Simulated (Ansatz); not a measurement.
Profile along the As–Ga line in GaAs (zinc blende)

GaAs (zinc blende), conventional cell a = 5.6590 Å, b = 5.6590 Å, c = 5.6590 Å, α = 90.00°, β = 90.00°, γ = 90.00°. The calculation uses the primitive cell of 2 atoms, to which meshes and values per cell refer.

Fields along a shortest As–Ga line of a {110} plane (2.45 Å), from As to Ga, interpolated on the slice's grid (step about 0.3 Å). Computed with PBEsol (plane waves to 420 eV, PAW, scalar-relativistic; Ansatz, an electronic-structure program). k mesh 10×10×10. These are valence fields of a PAW run, semicore shells included where kept as valence: close to a nucleus they are smooth pseudo fields. GaAs was relaxed with its symmetry unable to fall.

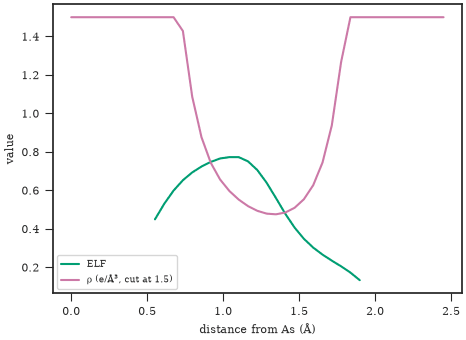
Figure: ELF (away from the nuclei) and valence density from As to Ga.

Density on the As–Ga line (2.45 Å) at its density minimum, 1.3 Å from As: 0.48 e/Å³. ELF at that point: 0.6. ELF maximum in the middle third of the As–Ga line: 0.77, 1.1 Å from As.
